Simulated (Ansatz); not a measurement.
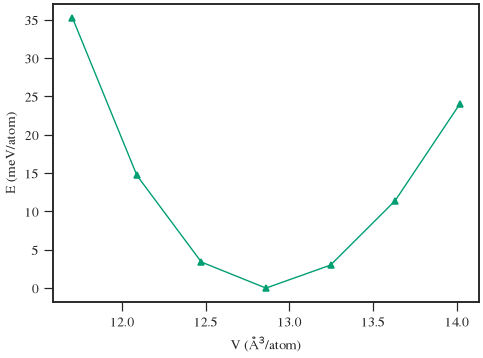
ScGeO3 in space group P4mm (No. 99; Sc on 1b, Ge on 1a, O on 2c, O on 1b) under volume change, PBEsol (plane waves, PAW; program Ansatz), shape and atoms relaxed at each volume.

Question: What does a third-order Birch–Murnaghan fit give for V₀, B₀ and B′?

Answer: V₀ = 12.86 Å³/atom, B₀ = 88.4 GPa, B′ = 5.3.

The start of the workflow was typed in or built on a structure type; neither database checked (COD, Materials Project) lists it. Its standing as an ambient phase is unchecked. The PBEsol relaxation kept the symmetry of its start. At this level the phase is dynamically unstable (imaginary phonons). The run is not spin-polarised.

Potentials: the earlier of the program's two PAW sets. The files were generated under PBE; for other functionals the program regenerates the frozen cores, and for LDA and PBEsol the local potential too.
